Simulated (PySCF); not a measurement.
## Electronic structure of C$_{5}$H$_{8}$NOSi (doublet) in real space

```yaml
atoms:
  - { symbol: N, position_ang: [-1.4918, 3.0795, -0.0993] }
  - { symbol: C, position_ang: [-1.0900, 2.0397, -0.3849] }
  - { symbol: C, position_ang: [-0.6022, 0.7673, -0.6891] }
  - { symbol: C, position_ang: [-1.2092, -0.4005, 0.0457] }
  - { symbol: C, position_ang: [-0.1568, -1.4961, 0.0872] }
  - { symbol: C, position_ang: [1.0738, -0.8820, 0.7264] }
  - { symbol: Si, position_ang: [1.4150, 0.8334, -0.1288] }
  - { symbol: O, position_ang: [2.1809, 0.8476, -1.4414] }
  - { symbol: H, position_ang: [-0.4729, 0.6062, -1.7542] }
  - { symbol: H, position_ang: [-1.4851, -0.1045, 1.0612] }
  - { symbol: H, position_ang: [-2.1186, -0.7272, -0.4701] }
  - { symbol: H, position_ang: [-0.4975, -2.3695, 0.6503] }
  - { symbol: H, position_ang: [0.0743, -1.8185, -0.9297] }
  - { symbol: H, position_ang: [1.9548, -1.5069, 0.6096] }
  - { symbol: H, position_ang: [0.9129, -0.7042, 1.7887] }
  - { symbol: H, position_ang: [1.5048, 1.8446, 0.9171] }
```

Geometry: GFN2-xTB.

These are results of PySCF 2.14.0, density-fitted response routines, UKS B3LYP, pcH-1 on C H N O Si, non-relativistic, mean-field spin-orbit, GIAO, not measurements.

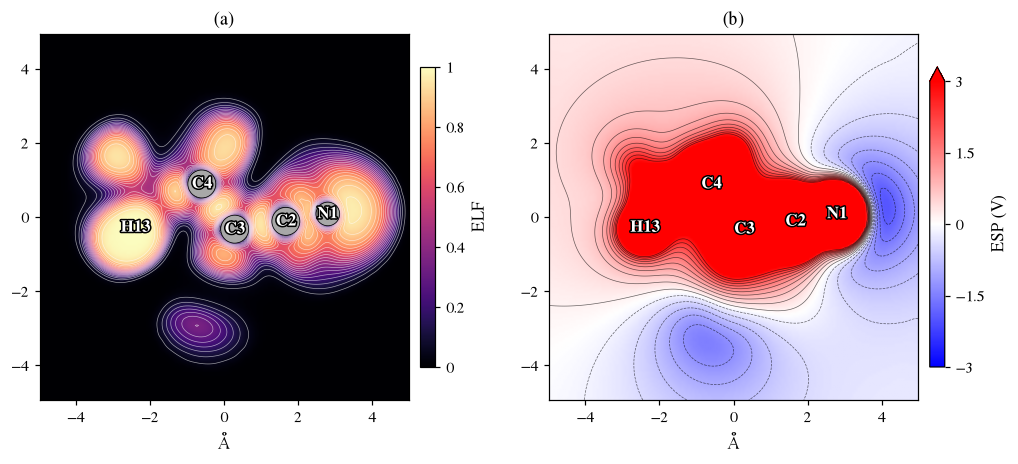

Figure 1. (a) ELF; (b) electrostatic potential on the plane of atoms C2, C3 and C4. Grey discs cover the atomic cores in the ELF map.

Read the bonding off the picture.

Answer. Atoms in the plane: N, C and H. C–N (1.15 Å): the ELF peaks at about 0.85 between the atoms (a short, multiple covalent bond). C–C (1.40 Å): the ELF peaks at about 0.95 between the atoms (a covalent bond). C–C (1.51 Å): the ELF peaks at about 0.95 between the atoms: localised, covalent bonding. The ELF also peaks beside N1, away from the bonds: non-bonding electrons, paired or unpaired. Outside the dense part of the molecule the potential is most negative (−2.0 V) near N1.

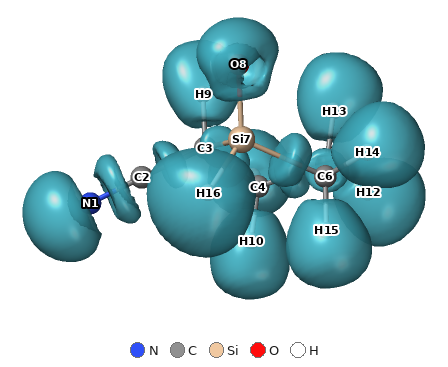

Figure 2. Isosurface of the electron localisation function at 0.8 (cyan), seen from one side. Core shells and regions of very low density are left out.

What do the ELF domains correspond to?

Answer. The surface consists of four regions between bonded C–C atoms (shared pairs), one region between bonded C–N atoms (shared pairs), two regions between bonded C–Si atoms (shared pairs), eight regions around hydrogen nuclei, one lobe on N, pointing away from the bonds (non-bonding electrons) and one region wrapped around O (its lone pairs, merged into a ring or cap).

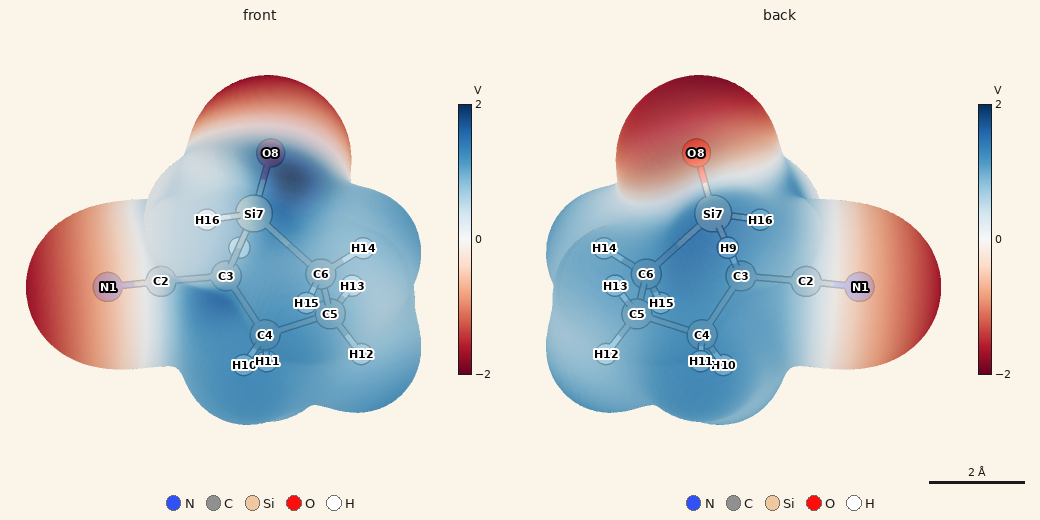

Figure 3. The molecular electrostatic potential painted on the density surface at 0.002 e/bohr³, seen from the front and from behind; the colour scale runs from red (negative) to blue (positive).

Which sites attract a positive test charge, and which a negative one?

Answer. A positive charge is drawn to the negative regions and a negative charge to the positive ones. The most negative region (about −1.8 V) lies over O8, the most positive (about +1.8 V) over Si7. O8 is the likeliest acceptor of a hydrogen bond.
